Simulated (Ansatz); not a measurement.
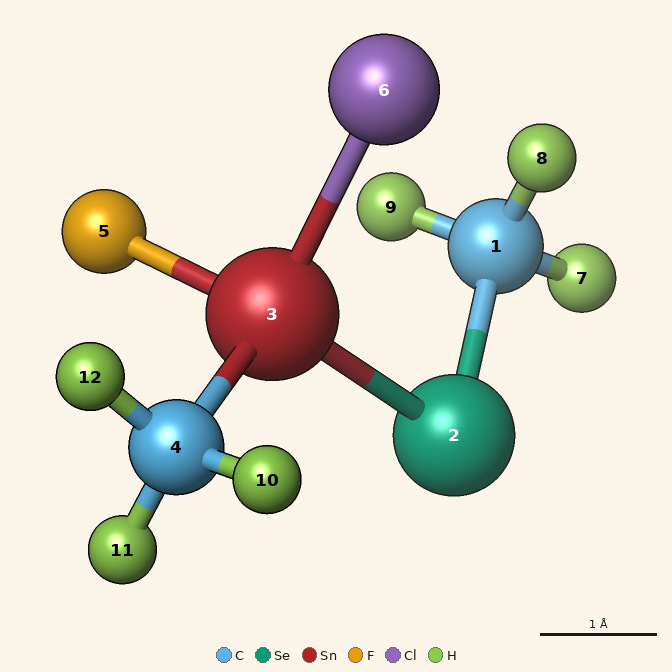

Simulated data, not a measurement (program: Ansatz).

Atoms carry their numbers in the input. Charge +1, doublet. Geometry: the geometry of the neutral molecule.

Give the bond lengths.

```json
{"bond": "C1–Se2", "length (Å)": "1.962"}
{"bond": "C1–H7", "length (Å)": "1.089"}
{"bond": "C1–H8", "length (Å)": "1.087"}
{"bond": "C1–H9", "length (Å)": "1.087"}
{"bond": "Se2–Sn3", "length (Å)": "2.491"}
{"bond": "Sn3–C4", "length (Å)": "2.117"}
{"bond": "Sn3–F5", "length (Å)": "1.923"}
{"bond": "Sn3–Cl6", "length (Å)": "2.328"}
{"bond": "C4–H10", "length (Å)": "1.089"}
{"bond": "C4–H11", "length (Å)": "1.089"}
{"bond": "C4–H12", "length (Å)": "1.089"}
```
